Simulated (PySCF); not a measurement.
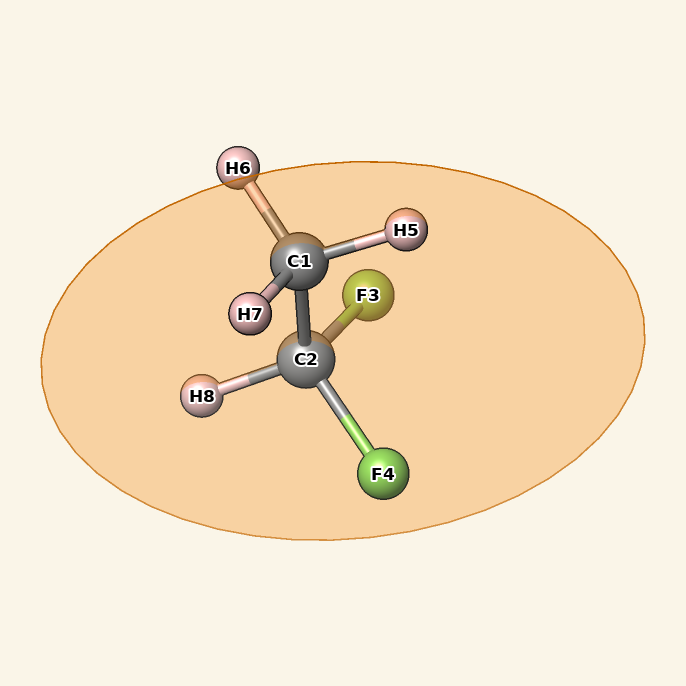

A disc through the centre of mass is drawn in. Depth is shown by fading: the farther an atom, the more it takes the colour of the background. The geometry was computed by an optimisation with PBE0-D3(BJ)/def2-SVP. No frequency run is at hand to confirm it as a minimum.

> Is the plane of the disc a mirror plane of the structure?

Yes. The reflection leaves C1, C2, H5, H8 in place and moves F3 ↔ F4; H6 ↔ H7. The point group is Cs.
